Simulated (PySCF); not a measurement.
# C₃H₈FNSi: electronic excitations at several levels of theory, part 2 of 2

PySCF 2.14.0. Atoms count from 0. Earlier steps stand in the parts before.

## 9. Ultraviolet spectrum: LC-wPBE/def2-SVPD

What the job is given:

```
{"job": {"kind": "uv", "xc": "LC-wPBE", "basis": "def2-SVPD", "ip": true}, "charge": 0, "multiplicity": 1}
C      2.859103    -0.248417    -0.104613
C      1.682228     0.374047    -0.121698
F      1.459111     1.351160    -1.029802
Si     0.211733     0.076544     1.023255
N     -1.170737     0.046973    -0.007372
C     -2.525676    -0.205425     0.416488
H      3.655985     0.022634    -0.802949
H      3.039596    -1.047696     0.616438
H      0.196707     1.149623     2.075123
H      0.395460    -1.227715     1.728534
H     -1.090174     0.585972    -0.863529
H     -2.529739    -0.902302     1.270158
H     -3.076031     0.700791     0.736837
H     -3.113138    -0.686750    -0.383350
```

Method: TDDFT LC-wPBE/def2-SVPD, vertical, gas phase, core orbitals frozen in the response.

The log of the run:

```text
coarse grid: 11992 points
cycle   1  E = -562.5206624022  dE =  5.676e-01  |g| = 5.193e-01  |ddm| = 4.601e+00
cycle   2  E = -562.5413605210  dE = -2.070e-02  |g| = 4.929e-01  |ddm| = 1.039e+00
cycle   3  E = -562.5825006385  dE = -4.114e-02  |g| = 5.732e-02  |ddm| = 4.277e-01
cycle   4  E = -562.5832495133  dE = -7.489e-04  |g| = 2.212e-02  |ddm| = 1.104e-01
cycle   5  E = -562.5833589527  dE = -1.094e-04  |g| = 9.486e-03  |ddm| = 5.002e-02
cycle   6  E = -562.5833793441  dE = -2.039e-05  |g| = 1.033e-03  |ddm| = 1.564e-02
cycle   7  E = -562.5833800916  dE = -7.474e-07  |g| = 5.028e-04  |ddm| = 5.910e-03
final grid: 111128 points
cycle   8  E = -562.6749291627  dE = -2.322e-05  |g| = 9.096e-03  |ddm| = 5.107e-02
cycle   9  E = -562.6749252127  dE =  3.950e-06  |g| = 1.016e-02  |ddm| = 1.442e-02
cycle  10  E = -562.6749438002  dE = -1.859e-05  |g| = 4.497e-04  |ddm| = 6.616e-03
cycle  11  E = -562.6749438650  dE = -6.473e-08  |g| = 1.940e-04  |ddm| = 9.661e-04
cycle  12  E = -562.6749438694  dE = -4.401e-09  |g| = 6.072e-05  |ddm| = 4.178e-04
cycle  13  E = -562.6749438620  dE =  7.377e-09  |g| = 1.887e-05  |ddm| = 1.143e-04
cycle  14  E = -562.6749438707  dE = -8.704e-09  |g| = 4.416e-06  |ddm| = 5.085e-05
cycle  15  E = -562.6749438707  dE = -1.091e-11  |g| = 1.247e-06  |ddm| = 1.633e-05
converged SCF energy = -562.6749438707

Static polarisability (au): isotropic 71.908, principal 59.767 65.081 90.876

Singlet excitations
state   eV       nm        f      main configurations
  1   6.4424    192.5   0.00280   H->L 0.51, H->L+1 0.19, H->L+2 0.15
  2   7.1615    173.1   0.15289   H-1->L 0.36, H->L+1 0.30, H->L 0.10
  3   7.2241    171.6   0.24395   H-1->L 0.39, H->L 0.18, H->L+1 0.13
  4   7.3097    169.6   0.04835   H->L+3 0.30, H->L+2 0.22, H->L+5 0.11
  5   7.6682    161.7   0.00552   H-2->L 0.62, H->L 0.10, H-2->L+1 0.09
  6   7.8317    158.3   0.01119   H-1->L+1 0.34, H-1->L+3 0.32
  7   7.9592    155.8   0.03025   H->L+3 0.33, H-1->L+2 0.14, H->L+5 0.13
  8   8.0884    153.3   0.03835   H->L+4 0.21, H->L+6 0.18, H-1->L+2 0.17
  9   8.1588    152.0   0.04664   H-1->L+2 0.44, H->L+5 0.11, H->L+6 0.09
 10   8.5243    145.4   0.00336   H->L+5 0.42, H->L+6 0.22, H->L+2 0.16

Triplet excitations (Tamm-Dancoff, eV): 4.0418 6.1118 6.6740 7.0239
Vertical ionisation energy (delta-SCF) = 9.1388 eV
```

Run time: 77 s. Hardware: 1 thread of Intel Xeon 6975P-C, shared host; peak memory 0.87 GiB.

Key values: HOMO -9.60 eV, LUMO 1.97 eV; lowest singlet 6.44 eV.

## 10. TDDFT and polarisability: PBE0/6-31G*

Same as in step 9 but for these lines:

```diff
@@ -1,2 +1,2 @@
-{"job": {"kind": "uv", "xc": "LC-wPBE", "basis": "def2-SVPD", "ip": true}, "charge": 0, "multiplicity": 1}
+{"job": {"kind": "uv", "xc": "PBE0", "basis": "6-31G*"}, "charge": 0, "multiplicity": 1}
 C      2.859103    -0.248417    -0.104613
```

Method: TDDFT PBE0/6-31G*, vertical, gas phase, core orbitals frozen in the response.

The log of the run:

```text
coarse grid: 11992 points
cycle   1  E = -562.7281240267  dE =  4.736e-01  |g| = 5.535e-01  |ddm| = 3.326e+00
cycle   2  E = -562.6834887268  dE =  4.464e-02  |g| = 7.376e-01  |ddm| = 9.881e-01
cycle   3  E = -562.7893200586  dE = -1.058e-01  |g| = 7.420e-02  |ddm| = 6.011e-01
cycle   4  E = -562.7905705945  dE = -1.251e-03  |g| = 2.332e-02  |ddm| = 8.757e-02
cycle   5  E = -562.7907014269  dE = -1.308e-04  |g| = 7.446e-03  |ddm| = 2.603e-02
cycle   6  E = -562.7907120798  dE = -1.065e-05  |g| = 3.600e-03  |ddm| = 9.546e-03
cycle   7  E = -562.7907154319  dE = -3.352e-06  |g| = 3.561e-04  |ddm| = 3.172e-03
final grid: 111128 points
cycle   8  E = -562.7447134630  dE = -1.681e-05  |g| = 8.274e-03  |ddm| = 1.569e-02
cycle   9  E = -562.7447028432  dE =  1.062e-05  |g| = 1.116e-02  |ddm| = 1.608e-02
cycle  10  E = -562.7447297217  dE = -2.688e-05  |g| = 1.063e-03  |ddm| = 9.040e-03
cycle  11  E = -562.7447299571  dE = -2.354e-07  |g| = 1.749e-04  |ddm| = 1.000e-03
cycle  12  E = -562.7447299614  dE = -4.304e-09  |g| = 1.055e-04  |ddm| = 2.168e-04
cycle  13  E = -562.7447299642  dE = -2.795e-09  |g| = 2.292e-05  |ddm| = 1.026e-04
cycle  14  E = -562.7447299643  dE = -1.285e-10  |g| = 5.247e-06  |ddm| = 2.479e-05
converged SCF energy = -562.7447299643

Static polarisability (au): isotropic 60.389, principal 45.593 54.689 80.886

Singlet excitations
state   eV       nm        f      main configurations
  1   5.5800    222.2   0.00184   H->L 0.94
  2   6.4426    192.4   0.02827   H->L+1 0.92
  3   6.9271    179.0   0.01345   H->L+2 0.97
  4   7.0078    176.9   0.14454   H-1->L 0.58, H-1->L+1 0.38
  5   7.4332    166.8   0.00674   H-2->L 0.88
  6   7.5226    164.8   0.13734   H-1->L+2 0.32, H-1->L+1 0.32, H-1->L 0.24
  7   7.7517    159.9   0.13021   H-1->L+2 0.58, H-1->L+1 0.24, H-1->L 0.11
  8   8.2939    149.5   0.01493   H->L+3 0.72, H->L+4 0.16
  9   8.5655    144.7   0.01005   H-3->L 0.88
 10   8.7072    142.4   0.01095   H->L+4 0.68, H->L+3 0.22

Triplet excitations (Tamm-Dancoff, eV): 4.2035 5.3689 6.0641 6.7138
```

It took 7.3 s on 1 thread of Intel Xeon 6975P-C, shared host; peak memory 0.61 GiB.

Key values: HOMO -6.57 eV, LUMO 0.21 eV; lowest singlet 5.58 eV.

## 11. Excited states and response: PBE0/def2-SVP

Same as in step 10 but for these lines:

```diff
@@ -1,2 +1,2 @@
-{"job": {"kind": "uv", "xc": "PBE0", "basis": "6-31G*"}, "charge": 0, "multiplicity": 1}
+{"job": {"kind": "uv", "xc": "PBE0", "basis": "def2-SVP"}, "charge": 0, "multiplicity": 1}
 C      2.859103    -0.248417    -0.104613
```

Level: TDDFT PBE0/def2-SVP, vertical, gas phase, core orbitals frozen in the response.

The log of the run:

```text
coarse grid: 11992 points
cycle   1  E = -562.3527478175  dE =  4.307e-01  |g| = 5.337e-01  |ddm| = 3.660e+00
cycle   2  E = -562.3083397376  dE =  4.441e-02  |g| = 7.180e-01  |ddm| = 1.064e+00
cycle   3  E = -562.4092598000  dE = -1.009e-01  |g| = 7.006e-02  |ddm| = 6.437e-01
cycle   4  E = -562.4103508944  dE = -1.091e-03  |g| = 2.497e-02  |ddm| = 8.775e-02
cycle   5  E = -562.4104984075  dE = -1.475e-04  |g| = 8.411e-03  |ddm| = 3.000e-02
cycle   6  E = -562.4105121604  dE = -1.375e-05  |g| = 3.756e-03  |ddm| = 1.092e-02
cycle   7  E = -562.4105158258  dE = -3.665e-06  |g| = 2.925e-04  |ddm| = 3.462e-03
final grid: 111128 points
cycle   8  E = -562.4792593050  dE = -1.700e-05  |g| = 7.333e-03  |ddm| = 1.900e-02
cycle   9  E = -562.4792513599  dE =  7.945e-06  |g| = 9.675e-03  |ddm| = 1.527e-02
cycle  10  E = -562.4792723030  dE = -2.094e-05  |g| = 9.680e-04  |ddm| = 8.702e-03
cycle  11  E = -562.4792724955  dE = -1.925e-07  |g| = 1.376e-04  |ddm| = 9.559e-04
cycle  12  E = -562.4792724980  dE = -2.485e-09  |g| = 8.672e-05  |ddm| = 1.835e-04
cycle  13  E = -562.4792724999  dE = -1.899e-09  |g| = 2.117e-05  |ddm| = 9.220e-05
cycle  14  E = -562.4792725000  dE = -1.125e-10  |g| = 4.395e-06  |ddm| = 2.478e-05
converged SCF energy = -562.4792725000

Static polarisability (au): isotropic 63.242, principal 49.223 56.746 83.758

Singlet excitations
state   eV       nm        f      main configurations
  1   5.4991    225.5   0.00418   H->L 0.96
  2   6.3819    194.3   0.01823   H->L+1 0.94
  3   6.8887    180.0   0.01442   H->L+2 0.97
  4   7.1030    174.6   0.24103   H-1->L 0.70, H-1->L+1 0.23
  5   7.3593    168.5   0.01283   H-2->L 0.91
  6   7.5116    165.1   0.08194   H-1->L+1 0.49, H-1->L+2 0.32, H-1->L 0.12
  7   7.7788    159.4   0.08760   H-1->L+2 0.63, H-1->L+1 0.23
  8   7.8343    158.3   0.02243   H->L+3 0.67, H->L+4 0.25
  9   8.1758    151.6   0.05826   H->L+4 0.69, H->L+3 0.25
 10   8.4069    147.5   0.01141   H-3->L 0.92

Triplet excitations (Tamm-Dancoff, eV): 4.1890 5.3032 6.0100 6.6460
```

Wall time 9.2 s (1 thread of Intel Xeon 6975P-C, shared host); peak memory 0.68 GiB.

Key values: HOMO -6.69 eV, LUMO -0.05 eV; lowest singlet 5.50 eV.

## 12. Comparing the runs: electronic excitations

Excitations and ground-state properties, with basis size and wall time:

```tsv
run	lowest singlet (eV)	brightest (eV)	f	gap (eV)	α (Å³)	μ (D)	functions	time
LDA/def2-SVPD	4.11	6.72	0.187	4.05	11.67	0.91	191	51 s
PBE/def2-SVPD	4.25	6.76	0.199	4.19	11.49	0.88	191	76 s
B3LYP/def2-SVPD	5.21	7.10	0.160	6.09	11.09	0.94	191	51 s
PBE0/def2-SVPD	5.39	6.89	0.115	6.53	11.01	0.92	191	59 s
BHandHLYP/def2-SVPD	6.23	7.19	0.275	8.88	10.66	1.01	191	48 s
CAM-B3LYP/def2-SVPD	5.89	7.05	0.381	9.05	10.90	0.98	191	60 s
wB97X-D/def2-SVPD	5.97	7.08	0.397	10.24	10.91	0.95	191	57 s
LC-wPBE/def2-SVPD	6.44	7.22	0.244	11.57	10.66	0.97	191	77 s
PBE0/6-31G*	5.58	7.01	0.145	6.78	8.95	0.81	104	7.3 s
PBE0/def2-SVP	5.50	7.10	0.241	6.65	9.37	0.93	128	9.2 s
```

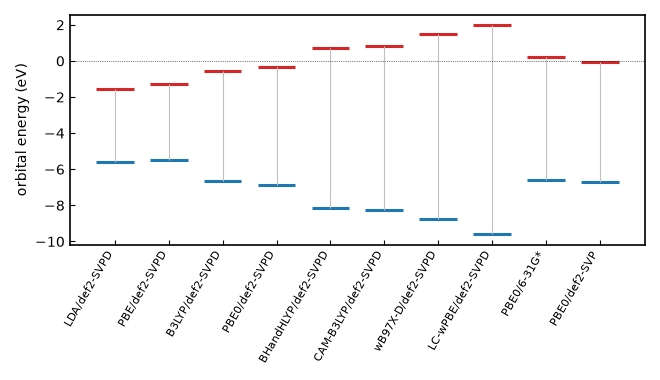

HOMO (blue) and LUMO (red) run by run.

## 13. Results

This closing draws on all 2 parts.

| quantity | value |
| --- | --- |
| lowest singlet (LDA/def2-SVPD) | 4.11 eV (302 nm), f = 0.004 |
| brightest single state of those computed | state 10, 6.72 eV, f = 0.187 |
| lowest triplet | 4.01 eV |
| vertical ionisation energy (ΔSCF) | 8.84 eV |
| vertical electron affinity (ΔSCF) | -1.26 eV (unbound: the value hangs on the basis) |
| range of the lowest singlet | 4.11 to 6.44 eV |

Single values in the summary come from the first sound run of each kind (LDA/def2-SVPD), which need not be the best level. The lowest singlet, at 4.11 eV, is HOMO→LUMO 1.00 and is weak; of the 10 states computed, the strongest absorption comes from state 10 at 6.72 eV (the last computed, so partners may be missing). The lowest triplet lies 0.10 eV below the lowest singlet (triplets in Tamm-Dancoff, singlets in full TDDFT). The brightest state lies above −ε(HOMO) (5.58 eV), where this functional's continuum begins, so it hangs on the basis. The lowest singlet moves an electron between orbitals on different atoms, a charge-transfer state, which LDA without long-range exact exchange places too low; its energy and rank are unsure. ΔSCF puts the ionisation energy at 8.84 eV, 3.26 eV above −ε(HOMO). The lowest singlet runs from 4.11 eV (LDA/def2-SVPD) to 6.44 eV (LC-wPBE/def2-SVPD), while the orbital gap spans 4.05 to 11.57 eV. The lowest state need not be the same one in every run.
